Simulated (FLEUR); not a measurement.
# GdBi: one coupling from two orders, and a test

Can a spin model with one coupling foretell the energy of a further order of GdBi?

Program: FLEUR MaX-R8.1. Level of theory: LDA (VWN) with U = 4.02 eV, J = 0.7 eV on Gd f; all-electron FLAPW, Dirac cores, scalar-relativistic bands. Results are calculated unless marked as measured.

**1. Set-up**

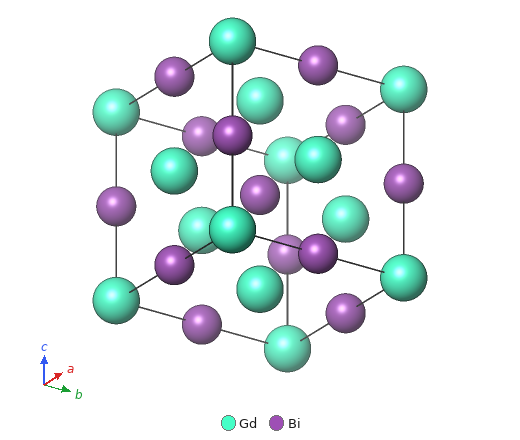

The starting structure, seen from a free direction (gadolinium teal, bismuth purple). This picture shows the conventional cell, with its axes. Some periodic images of atoms are drawn too.

Coordinates:

```xyz
2
Lattice="0.0000 3.1941 3.1941 3.1941 0.0000 3.1941 3.1941 3.1941 0.0000" Properties=species:S:1:pos:R:3 pbc="T T T"
Gd    0.0000    0.0000    0.0000
Bi    3.1941    3.1941    3.1941
```

The cell comes from a database of computed structures and need not be the stable phase.

**2. The parallel order**

All energies count from this run. A Hubbard U acts on the open shell, since semilocal functionals spread its electrons too much.

The file n_mmp_mat seeds the f occupations with whole cubic orbitals by Hund's first rule, so that the U acts from the first pass. inpgen writes inp.xml from crystal.txt; cutoffs, mixing, functional, smearing and local orbitals are then set in the file. The k list default-1 (kpts.xml, not shown) is a Γ-centred 8×8×8 mesh; where the ranks do not divide the number of points, some are split in two of half the weight.

The input, inp.xml:

```
<?xml version="1.0" encoding="UTF-8" standalone="no"?>
<fleurInput fleurInputVersion="0.39">
   <comment>
      GdBi
   </comment>
   <calculationSetup>
      <cutoffs Kmax="3.6" Gmax="10.8" GmaxXC="10.8" numbands="0"/>
      <scfLoop itmax="130" minDistance="0.0001" maxIterBroyd="15" imix="Anderson" alpha="0.05" precondParam="0.0" spinf="2.0" sdNocoIR="T"/>
      <coreElectrons ctail="T" frcor="F" kcrel="0" coretail_lmax="0"/>
      <xcFunctional name="vwn" relativisticCorrections="F"/>
      <magnetism jspins="2"/>
      <soc l_soc="F" theta="0.0" phi="0.0" spav="F"/>
      <expertModes spex="0" secvar="F"/>
      <geometryOptimization l_f="F" forcealpha="1.0" forcemix="BFGS" epsdisp="0.00001" epsforce="0.00001"/>
      <ldaU l_linMix="F" mixParam="0.05" spinf="1.0"/>
   </calculationSetup>
   <cell>
      <bzIntegration valenceElectrons="33.0" mode="hist" fermiSmearingEnergy="0.00293995">
         <kPointListSelection listName="default-1"/>
         <xi:include xmlns:xi="http://www.w3.org/2001/XInclude" href="kpts.xml"> </xi:include>
      </bzIntegration>
      <xi:include xmlns:xi="http://www.w3.org/2001/XInclude" href="sym.xml"> </xi:include>
      <bulkLattice scale="1.0">
         <bravaisMatrix>
            <row-1>    0.0000000000000000     6.0360663268281591     6.0360663268281591</row-1>
            <row-2>    6.0360663268281591     0.0000000000000000     6.0360663268281591</row-2>
            <row-3>    6.0360663268281591     6.0360663268281591     0.0000000000000000</row-3>
         </bravaisMatrix>
      </bulkLattice>
   </cell>
   <atomSpecies>
      <species name="Gadolinium7.001" element="Gd" atomicNumber="64">
         <mtSphere radius="2.8" gridPoints="925" logIncrement="0.014"/>
         <atomicCutoffs lmax="10" lnonsphr="8"/>
         <electronConfig flipSpins="F">
            <coreConfig>(1s1/2) (2s1/2) (2p1/2) (2p3/2) (3s1/2) (3p1/2) (3p3/2) (4s1/2) (3d3/2) (3d5/2) (4p1/2) (4p3/2) (4d3/2) (4d5/2)</coreConfig>
            <valenceConfig>(5s1/2) (5p1/2) (5p3/2) (6s1/2) (4f5/2) (4f7/2) (5d3/2) (5d5/2)</valenceConfig>
            <stateOccupation state="(4f5/2)" spinUp="2.5005" spinDown="0.4995"/>
            <stateOccupation state="(4f7/2)" spinUp="4.0" spinDown="0.0"/>
            <stateOccupation state="(5d3/2)" spinUp="0.4" spinDown="0.0"/>
            <stateOccupation state="(5d5/2)" spinUp="0.6" spinDown="0.0"/>
         </electronConfig>
         <energyParameters s="6" p="6" d="5" f="4"/>
         <ldaU l="3" U="4.02" J="0.7" l_amf="F"/>
         <lo type="SCLO" l="0" n="5" eDeriv="0"/>
         <lo type="SCLO" l="1" n="5" eDeriv="0"/>
      </species>
      <species name="Bismuth (Bi)" element="Bi" atomicNumber="83">
         <mtSphere radius="2.8" gridPoints="925" logIncrement="0.015"/>
         <atomicCutoffs lmax="10" lnonsphr="8"/>
         <electronConfig flipSpins="F">
            <coreConfig>(1s1/2) (2s1/2) (2p1/2) (2p3/2) (3s1/2) (3p1/2) (3p3/2) (4s1/2) (3d3/2) (3d5/2) (4p1/2) (4p3/2) (5s1/2) (4d3/2) (4d5/2) (5p1/2) (5p3/2) (4f5/2) (4f7/2)</coreConfig>
            <valenceConfig>(6s1/2) (5d3/2) (5d5/2) (6p1/2) (6p3/2)</valenceConfig>
            <stateOccupation state="(6p1/2)" spinUp="0.500000" spinDown="0.500000"/>
            <stateOccupation state="(6p3/2)" spinUp="1.000000" spinDown="1.000000"/>
         </electronConfig>
         <energyParameters s="6" p="6" d="6" f="5"/>
         <lo type="SCLO" l="2" n="5" eDeriv="0"/>
      </species>
   </atomSpecies>
   <atomGroups>
      <atomGroup species="Gadolinium7.001">
         <relPos label="                   1">.0000000000 .0000000000 .0000000000</relPos>
         <force calculate="T" relaxXYZ="TTT"/>
      </atomGroup>
      <atomGroup species="Bismuth (Bi)">
         <relPos label="                   2">1.000/2.000 1.000/2.000 1.000/2.000</relPos>
         <force calculate="T" relaxXYZ="TTT"/>
      </atomGroup>
   </atomGroups>
   <output dos="F" band="F" slice="F">
      <bandDOS minEnergy="-.5*Htr" maxEnergy="0.5*Htr" sigma="0.015" storeEVData="T"/>
      <plotting iplot="0" polar="F">
         <plot TwoD="T" vec1="  1.0  0.0  0.0" vec2="  0.0  1.0  0.0" vec3="  0.0  0.0  1.0" zero="  0.0  0.0  0.0" file="plot"/>
      </plotting>
      <moessbauerParams electricFieldGradient="F" isomerShift="F" coreHyperfine="F" valenceHyperfine="F"/>
   </output>
</fleurInput>
```

The input, crystal.txt:

```
GdBi
&input film=F cartesian=F /
0.00000000000  3.19414874370  3.19414874370
3.19414874370  0.00000000000  3.19414874370
3.19414874370  3.19414874370  0.00000000000
1.8897261246
1.0 1.0 1.0

2
64 0.00000000000  0.00000000000  0.00000000000 : 7.001
83 0.50000000000  0.50000000000  0.50000000000

&kpt div1=8 div2=8 div3=8 gamma=T /
```

Launch:

```
$ OMP_NUM_THREADS=1 inpgen -f crystal.txt > inpgen.log  # inp.xml is then edited as shown
$ OMP_NUM_THREADS=1 mpirun -n 4 fleur_MPI > fleur.log
```

The program printed:

```text
Welcome to FLEUR        (www.flapw.de)
      MaX-Release 8.1          (www.max-centre.eu)

 ========== k-point set info ==========
 Selected k-point list: default-1
 k-point list type: mesh
 0 x 0 x 0
 Number of k points: 32

 [... set-up left out ...]
 Iteration:     1   Distance:      18.73352955 me/bohr^3
 Iteration:     2   Distance:      17.86513630 me/bohr^3
 Iteration:     3   Distance:       5.71003023 me/bohr^3
 Iteration:     4   Distance:       8.10269634 me/bohr^3
 Iteration:     5   Distance:       1.23736457 me/bohr^3
[...]
[... left out ...]
            <freeEnergy value="-32843.1783070958"/>
            <extrapolationTo0K value="-32843.1781631840"/>
         </totalEnergy>
         [... left out ...]
         <ldaUDensityMatrixConvergence>
            <distance spin="1" distance="0.000000"/>
            <distance spin="2" distance="0.000001"/>
         </ldaUDensityMatrixConvergence>
         <densityConvergence units="me/bohr^3">
            <chargeDensity spin="1" distance="0.0000204678"/>
            <chargeDensity spin="2" distance="0.0000239965"/>
            <overallChargeDensity distance="0.0000256631"/>
            <spinDensity distance="0.0000364819"/>
         </densityConvergence>
      </iteration>
```

Run time: 20 s. Hardware: 4 MPI ranks of Arm Neoverse V2, shared host; peak memory 0.23 GiB; 81 s of CPU time.

Spin moment in the muffin-tin sphere by atom:

| atom | spin moment in the muffin-tin sphere (μB) |
| --- | --- |
| Gd1 | 7.04 |
| Bi2 | -0.06 |

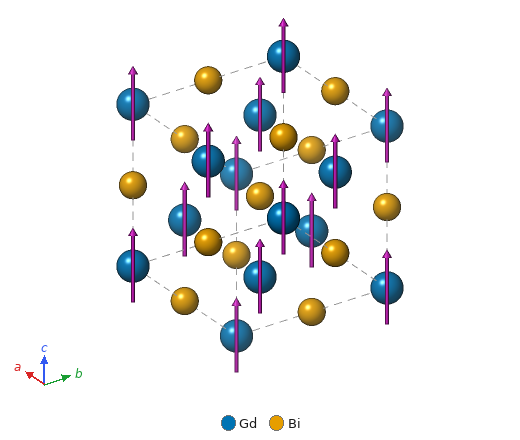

Spin moment in the muffin-tin sphere as arrows, the longest 7.04 μB. Up and down stand for the sign. Arrows give size and sign along the axis of quantisation, drawn up and down the page. Some periodic images of atoms are drawn too.

This step gave:

```
free energy                                                       : -893708.4105 eV
program's band gap on this mesh (in a metal only a level spacing) : 0 eV
magnetization                                                     : 7.012 μB
final state                                                       : ferromagnetic, with opposed induced moments
```

After 21 cycles the largest moment stands at 7.04 μB.

**3. The orders used for the fit**

The other orders were run with the same settings, on meshes that hold the same points. Free energies are divided by the number of Gd atoms; q is in fractions of the reciprocal vectors of the first run's cell.

| order | atoms | mesh | free energy (eV) | eV per Gd | largest moment (μB) |
| --- | --- | --- | --- | --- | --- |
| F + | 2 | 8×8×8 | -893708.4105 | -893708.4105 | 7.04 |
| AF q=(0,1/2,1/2) +- | 4 | 8×4×8 | -1787416.8278 | -893708.4139 | 7.06 |

**4. Counting neighbours**

With E = −Σ J e_i·e_j over ordered pairs of unit vectors, turning a neighbour from parallel to opposed costs 2J a Gd atom. So an order lies 2 Σ n J over the parallel one, n being the opposed neighbours in each shell.

| shell | distance (Å) | neighbours | opposed in AF q=(0,1/2,1/2) +- | opposed in AF q=(0,0,1/2) +- |
| --- | --- | --- | --- | --- |
| J1 | 4.52 | 12 | 8 | 6 |
| J2 | 6.39 | 6 | 0 | 6 |

Only J1 is kept.

**5. Solving**

```
2 × 8 × J1 = -3.4 meV    (AF q=(0,1/2,1/2) +-)
J1 = -0.21 meV
```

**6. The test**

The couplings now give the orders that were left out:

```
2 × 6 × (-0.21) = -2.5 meV    (AF q=(0,0,1/2) +-)
```

The runs themselves:

| order | atoms | mesh | free energy (eV) | eV per Gd | largest moment (μB) | over the parallel order (meV) | foretold (meV) |
| --- | --- | --- | --- | --- | --- | --- | --- |
| AF q=(0,0,1/2) +- | 4 | 8×8×4 | -1787416.8403 | -893708.4201 | 7.09 | -9.7 | -2.5 |

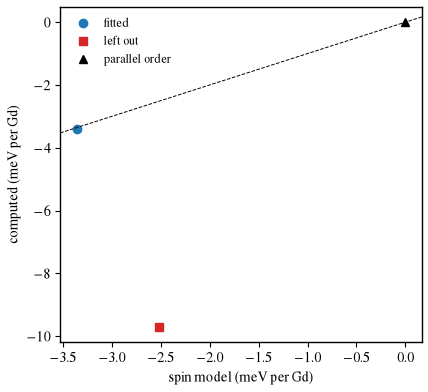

Computed energies of the orders against the model; the dashed line marks agreement.

**7. One more shell**

One try is to add the next shell, though changing moments can also cause the miss. Both differences then fix both couplings, and no order is left for a test.

```
2 × 8 × J1 = -3.4 meV    (AF q=(0,1/2,1/2) +-)
2 × 6 × J1 + 2 × 6 × J2 = -9.7 meV    (AF q=(0,0,1/2) +-)
J1 = -0.21 meV
J2 = -0.60 meV
```

**8. Outcome**

```json
{
 "effective coupling of the reversed pairs, counted on J1 (Gd–Gd at 4.52 Å)": "-0.21 meV",
 "largest miss on the orders left out": "7.2 meV",
 "J1 with two shells": "-0.21 meV",
 "J2 with two shells": "-0.6 meV"
}
```

The model misses the order left out by 7.2 meV, 74 % of the largest distance from the parallel order, so it fails: these couplings alone don't describe the crystal. With the next shell added the couplings are J1 = -0.21 and J2 = -0.60 meV, untested. The largest moments of the orders differ by 0.69 % of the greatest. One difference fixes one number: it sums all reversed shells and need not be the coupling of the nearest one, even in sign. The f shell is half filled, so the spin-only picture is fair.

[Logs and program files are shortened in this print: banners, set-up blocks, solver, clock and traceback lines can be left out without a mark of their own.]

[Logs are printed without paths, hosts, clocks, repeated set-up lines and the standing remarks that a program may print on its own settings, such as how far it seeks lower states.]

[Hosts, paths, dates, database ids (printed as entryN), source tags and the programs' standing remarks are cut or masked in the printed files.]

[Where a cell is said to come from a database of computed structures, the database is the Materials Project.]
